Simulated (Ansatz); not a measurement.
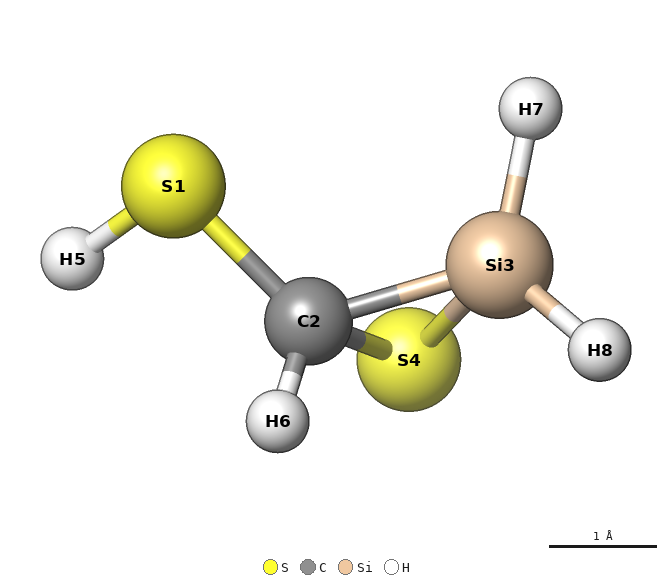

The geometry was computed by an optimisation with PBE-D4/def2-SVP. No frequency run is at hand to confirm it as a minimum.

List the bonds and their lengths.

| bond | length (Å) | order |
| --- | --- | --- |
| S1–C2 | 1.796 | single |
| S1–H5 | 1.367 | single |
| C2–Si3 | 1.874 | single |
| C2–S4 | 1.905 | single |
| C2–H6 | 1.105 | single |
| Si3–S4 | 2.115 | single |
| Si3–H7 | 1.496 | single |
| Si3–H8 | 1.497 | single |
